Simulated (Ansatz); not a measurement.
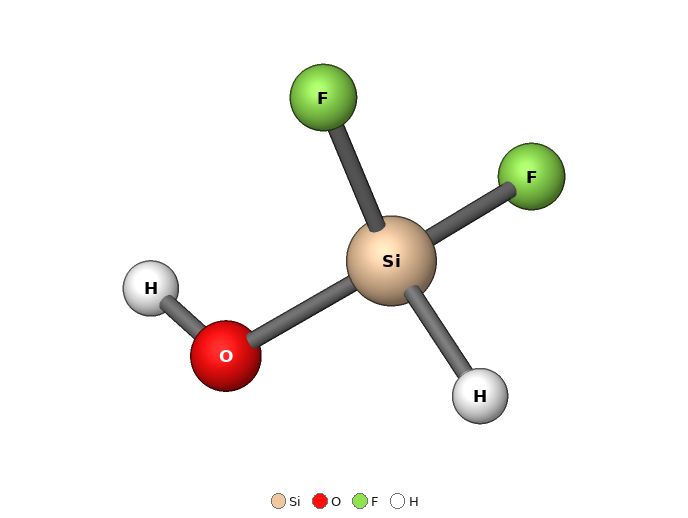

Harmonic vibrations computed with RKS PBE0-D4/def2-TZVP (Ansatz 0.2.0) at a stationary point of the same level.

Q: Is this a minimum or a saddle point?

A: A minimum: no imaginary frequency, and the lowest mode lies at 175 cm⁻¹.

Q: How many vibrational modes are there, and where do they lie?

A: 12 modes: 175, 311, 331, 396, 757, 831, 840, 889, 963, 1006, 2355, 3927 cm⁻¹.
